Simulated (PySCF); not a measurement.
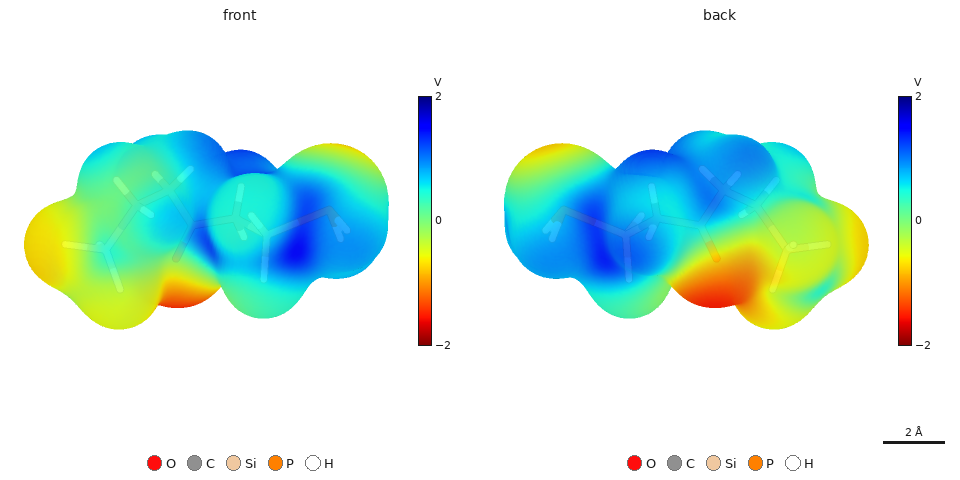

C4H13OPSi2 (SMILES O=C(CC[SiH3])C[SiH2]P). The molecular electrostatic potential painted on the density surface at 0.002 e/bohr³, seen from the front and from behind; the colour scale runs from red (negative) to blue (positive).

Geometry: GFN2-xTB.

These are results of PBE0/pcSseg-1, SCF density, gas phase, non-relativistic in PySCF, not measurements.

```xyz
21

O    -0.5881   -0.0117   -1.5140
C    -0.2052    0.6017   -0.5393
C    -1.1243    0.8513    0.6234
C    -2.1758   -0.2441    0.7163
Si   -2.9613   -0.6646   -0.9778
C     1.1859    1.0902   -0.4098
Si    2.2061   -0.3867    0.2739
P     4.1488    0.5170    0.9322
H    -1.6143    1.8112    0.4277
H    -0.5467    0.9579    1.5457
H    -2.9471    0.0653    1.4204
H    -1.7127   -1.1406    1.1311
H    -2.3544   -1.8193   -1.6261
H    -3.1211    0.5342   -1.7972
H    -4.3351   -1.0835   -0.6207
H     1.5860    1.3631   -1.3856
H     1.2555    1.9412    0.2647
H     2.2808   -1.4259   -0.7558
H     1.5598   -0.9338    1.4721
H     4.6876    0.6338   -0.3375
H     4.7667   -0.6987    1.1557
```

Which sites attract a positive test charge, and which a negative one?

A positive charge is drawn to the negative regions and a negative charge to the positive ones. The most negative region (about −1.5 V) lies over O1, the most positive (about +1.4 V) over Si7. O1 is the likeliest acceptor of a hydrogen bond.

How polar is the molecule by this calculation?

Its dipole moment is 3.43 D.
